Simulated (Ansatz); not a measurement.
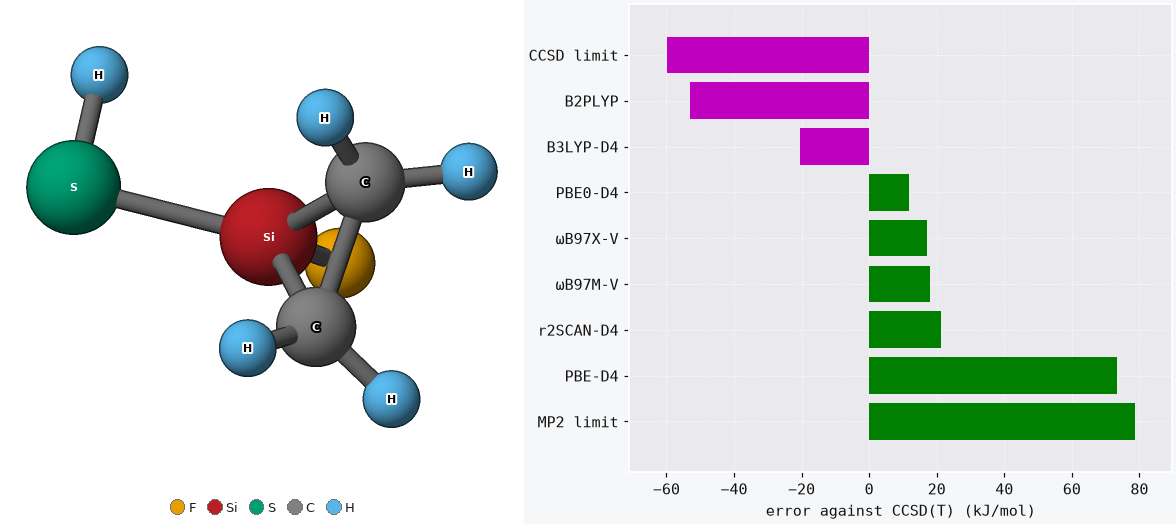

Error in the electronic atomisation energy (method less reference, so positive means overbinding) of C₂H₅FSSi, SMILES F[Si]1(S)CC1: functionals in def2-TZVPP against frozen-core CCSD(T) at the limit (MP2 extrapolated from triple and quadruple zeta, plus CCSD(T) less MP2 in a smaller set), which gives 3789.8 kJ/mol, at a PBE0-D4/def2-TZVP geometry (no frequency check), no zero-point or spin-orbit term, the Ansatz code. The reference leaves out core correlation, a term that grows with the number of heavy atoms. B2PLYP holds a correlation term that converges slowly with the basis, so part of the distance to the limit is basis error. No dispersion term is added to B2PLYP. Limit means the basis limit.

### What range do the values span?

From −59.9 kJ/mol (CCSD limit) to 78.6 kJ/mol (MP2 limit).

### Which of these levels overbind, and which underbind?

Overbind: PBE-D4 and MP2 limit. Underbind: CCSD limit and B2PLYP. Within 25 kJ/mol of zero, too close to call in view of what the reference leaves out: B3LYP-D4, PBE0-D4, ωB97X-V, ωB97M-V and r2SCAN-D4.
